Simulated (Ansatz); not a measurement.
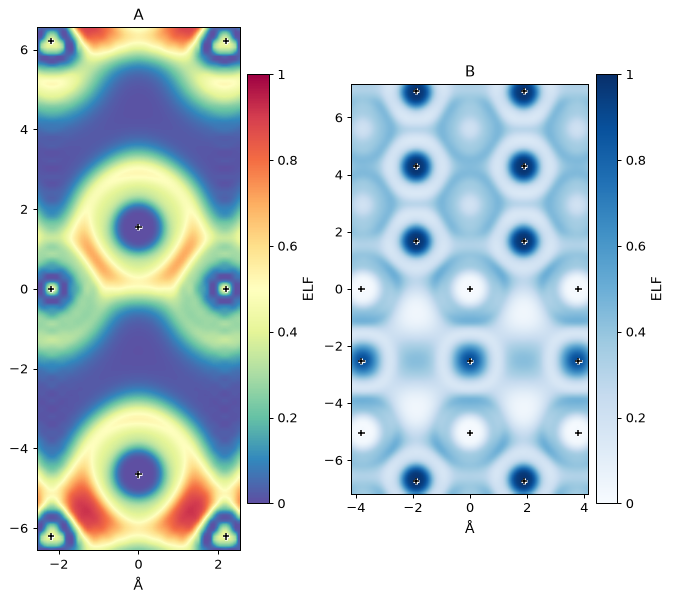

The electron localisation function of 2 systems, each on a plane through atoms (crosses mark nuclei in the plane).

Theory: DFT LDA, scalar-relativistic, plane waves, PAW in Ansatz 0.2.0.

System 1: FeCo$_{3}$Ge$_{4}$, the (101) plane of the conventional cell. Space group C2/m; a structure generated by program, which may or may not match a known phase; computed pressure about −12 GPa in this cell; spin-polarised.

```cif
data_structure
_symmetry_space_group_name_H-M 'P 1'
_symmetry_Int_Tables_number 1
_cell_length_a 11.9819
_cell_length_b 3.7984
_cell_length_c 4.8417
_cell_angle_alpha 90.000
_cell_angle_beta 99.638
_cell_angle_gamma 90.000
_cell_volume 217.25
loop_
_atom_site_label
_atom_site_type_symbol
_atom_site_fract_x
_atom_site_fract_y
_atom_site_fract_z
_atom_site_occupancy
Co1 Co 0.30489 0.50000 0.17679 1
Co2 Co 0.80489 0.00000 0.17679 1
Co3 Co 0.19511 0.00000 0.82321 1
Co4 Co 0.69511 0.50000 0.82321 1
Ge1 Ge 0.18504 0.00000 0.31612 1
Ge2 Ge 0.68504 0.50000 0.31612 1
Ge3 Ge 0.31496 0.50000 0.68388 1
Ge4 Ge 0.81496 0.00000 0.68388 1
Ge5 Ge 0.42709 0.00000 0.21651 1
Ge6 Ge 0.92709 0.50000 0.21651 1
Ge7 Ge 0.07291 0.50000 0.78349 1
Ge8 Ge 0.57291 0.00000 0.78349 1
Fe1 Fe 0.00000 0.00000 0.50000 1
Fe2 Fe 0.50000 0.50000 0.50000 1
Co5 Co 0.00000 0.00000 0.00000 1
Co6 Co 0.50000 0.50000 0.00000 1
```

System 2: AlGa$_{3}$Sb$_{4}$, the (010) plane of the conventional cell. Space group P-4m2; a structure generated by program, which may or may not match a known phase; computed pressure about −3 GPa in this cell.

```cif
data_structure
_symmetry_space_group_name_H-M 'P 1'
_symmetry_Int_Tables_number 1
_cell_length_a 4.3983
_cell_length_b 4.3983
_cell_length_c 12.4214
_cell_angle_alpha 90.000
_cell_angle_beta 90.000
_cell_angle_gamma 90.000
_cell_volume 240.29
loop_
_atom_site_label
_atom_site_type_symbol
_atom_site_fract_x
_atom_site_fract_y
_atom_site_fract_z
_atom_site_occupancy
Al1 Al 0.00000 0.00000 0.50000 1
Ga1 Ga 0.00000 0.00000 0.00000 1
Ga2 Ga 0.50000 0.50000 0.24956 1
Ga3 Ga 0.50000 0.50000 0.75044 1
Sb1 Sb 0.50000 0.00000 0.12481 1
Sb2 Sb 0.00000 0.50000 0.37479 1
Sb3 Sb 0.50000 0.00000 0.62521 1
Sb4 Sb 0.00000 0.50000 0.87519 1
```

**Match each panel to its system.**

Panel A is system 2, AlGa$_{3}$Sb$_{4}$: the plane holds Al, Ga and Sb. Ga–Sb (2.69 Å): the ELF peaks at about 0.70 between the atoms. Panel B is system 1, FeCo$_{3}$Ge$_{4}$: the plane holds Co, Ge and Fe.
